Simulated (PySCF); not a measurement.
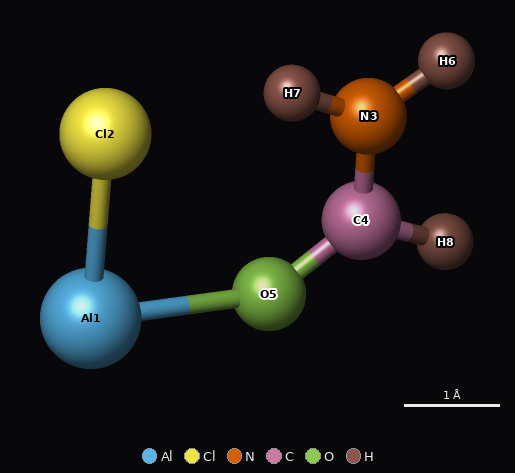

**Figure 1.** The structure (ball-and-stick view, seen at a tilt; atoms are numbered from 1 in the order of the input). Sticks mark near contacts. Bond lengths as drawn: Al–Cl 2.32 Å, Al–O 2.06 Å, C–H 1.11 Å, C–N 1.32 Å, C–O 1.24 Å and H–N 1.01 to 1.03 Å.

## Interaction-energy calculation, with input and output: CH₃AlClNO

CH₃AlClNO, computed with wB97M-D3(BJ)/def2-TZVPD interaction energy, counterpoise and uncorrected, gas phase (PySCF 2.14.0).

The geometry comes from this level: PBE0-D3(BJ)/def2-SVPD.

## Log
```
part 1, own basis, geometry of the cluster
coarse grid: 12672 points
cycle   1  E = -702.7497765429  dE = -1.339e-01  |g| = 3.289e-01  |ddm| = 8.093e-01
cycle   2  E = -702.7721853941  dE = -2.241e-02  |g| = 3.090e-01  |ddm| = 6.814e-01
cycle   3  E = -702.7940569308  dE = -2.187e-02  |g| = 2.344e-02  |ddm| = 2.508e-01
cycle   4  E = -702.7942388013  dE = -1.819e-04  |g| = 5.227e-03  |ddm| = 4.138e-02
cycle   5  E = -702.7942611204  dE = -2.232e-05  |g| = 1.539e-03  |ddm| = 2.269e-02
cycle   6  E = -702.7942622563  dE = -1.136e-06  |g| = 4.068e-04  |ddm| = 4.735e-03
final grid: 23640 points
cycle   7  E = -702.7942230562  dE = -1.083e-07  |g| = 1.547e-04  |ddm| = 1.165e-03
cycle   8  E = -702.7942230749  dE = -1.865e-08  |g| = 8.968e-05  |ddm| = 4.278e-04
cycle   9  E = -702.7942230783  dE = -3.410e-09  |g| = 3.081e-05  |ddm| = 1.285e-04
cycle  10  E = -702.7942230797  dE = -1.461e-09  |g| = 1.160e-05  |ddm| = 1.402e-04
[... 1 cycle left out ...]
converged SCF energy = -702.7942230798

part 2, own basis, geometry of the cluster
coarse grid: 22896 points
[... 7 cycles left out ...]
final grid: 49528 points
[... 6 cycles left out ...]
converged SCF energy = -170.0025380335

part 1, own basis, relaxed alone
coarse grid: 12672 points
[... 6 cycles left out ...]
final grid: 23640 points
[... 4 cycles left out ...]
converged SCF energy = -702.7988794647

part 2, own basis, relaxed alone
coarse grid: 22896 points
[... 7 cycles left out ...]
final grid: 49528 points
[... 6 cycles left out ...]
converged SCF energy = -170.0057746892

cluster
final grid: 73160 points
[... 10 cycles left out ...]
converged SCF energy = -872.8241418625

part 1 in the basis of the cluster
final grid: 73160 points
cycle   1  E = -702.7945200036  dE = -2.966e-04  |g| = 2.543e-03  |ddm| = 5.641e-01
cycle   2  E = -702.7945232664  dE = -3.263e-06  |g| = 4.383e-04  |ddm| = 7.500e-02
cycle   3  E = -702.7945234054  dE = -1.389e-07  |g| = 1.589e-04  |ddm| = 1.396e-02
cycle   4  E = -702.7945234119  dE = -6.531e-09  |g| = 4.159e-05  |ddm| = 1.471e-03
cycle   5  E = -702.7945234128  dE = -8.752e-10  |g| = 1.534e-05  |ddm| = 4.813e-04
converged SCF energy = -702.7945234128

part 2 in the basis of the cluster
final grid: 73160 points
cycle   1  E = -170.0026187236  dE = -8.464e-05  |g| = 1.555e-03  |ddm| = 3.054e-01
cycle   2  E = -170.0026201347  dE = -1.411e-06  |g| = 2.473e-04  |ddm| = 3.676e-02
cycle   3  E = -170.0026201883  dE = -5.360e-08  |g| = 6.713e-05  |ddm| = 6.329e-03
cycle   4  E = -170.0026201895  dE = -1.208e-09  |g| = 3.477e-05  |ddm| = 2.407e-04
cycle   5  E = -170.0026201898  dE = -3.393e-10  |g| = 9.562e-06  |ddm| = 1.106e-04
converged SCF energy = -170.0026201898

Interaction energy (kcal/mol)
  counterpoise      -19.116
  uncorrected       -19.359
  dispersion part    -2.175
  deformation         4.953
  binding           -14.163

Decomposition of the uncorrected value (kcal/mol)
  electrostatic     -67.927
  Pauli              93.338
  orbital           -42.595
  dispersion         -2.175

Charge of each part in the cluster: -0.176 0.176
```

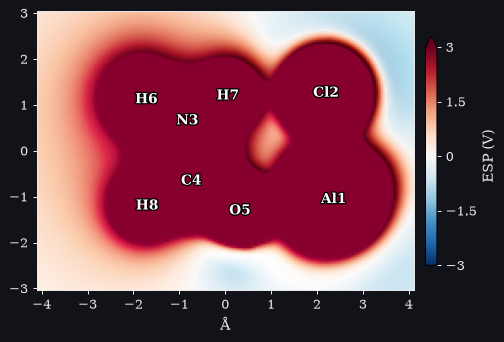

**Figure 2.** Molecular electrostatic potential on the molecular plane. The section cuts through Al, Cl, N, C, O and H sites.

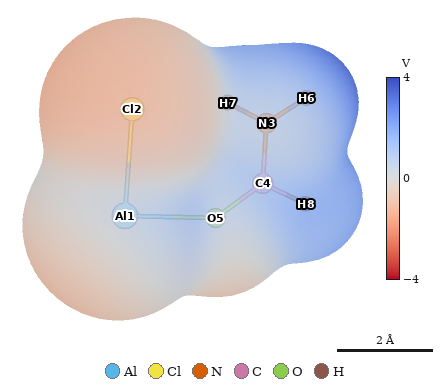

**Figure 3.** The electrostatic potential painted on the density surface at 0.002 e/bohr³, seen at a tilt; red is negative and blue positive. A positive charge is drawn to the negative regions and a negative charge to the positive ones.

This output came from the following input.

## The input
```
{"job": {"kind": "inter", "xc": "wB97M-D3(BJ)", "basis": "def2-TZVPD", "pairs": false}, "charge": 0, "multiplicity": 1, "parts": [{"atoms": "0-1", "charge": 0, "multiplicity": 1}, {"atoms": "2-7", "charge": 0, "multiplicity": 1}]}
Al    -1.538436    -0.196034     0.566780
Cl     0.764775     0.062626     0.400771
N      0.782407    -2.243601     2.436534
C     -0.520679    -2.402323     2.539366
O     -1.370868    -1.731646     1.929323
H      1.415942    -2.823821     2.965333
H      1.133792    -1.509714     1.804523
H     -0.856340    -3.199873     3.226644
```

The first line tells a small driver script what to run in PySCF; the rest is the geometry in Å.

Launched with:
```bash
OMP_NUM_THREADS=1 python <driver script> task.json out
```

## Key numbers

| quantity | value |
| --- | --- |
| outcome | converged |
| total energy | −872.833371 hartree |
| interaction energy, counterpoise-corrected | −19.12 kcal/mol |
| HOMO | −7.56 eV |
| LUMO | 0.41 eV |
| dipole moment | 6.37 D |
| hardware | 1 CPU thread, shared host |
| wall time | 70 s |
| peak memory | 0.7 GiB |
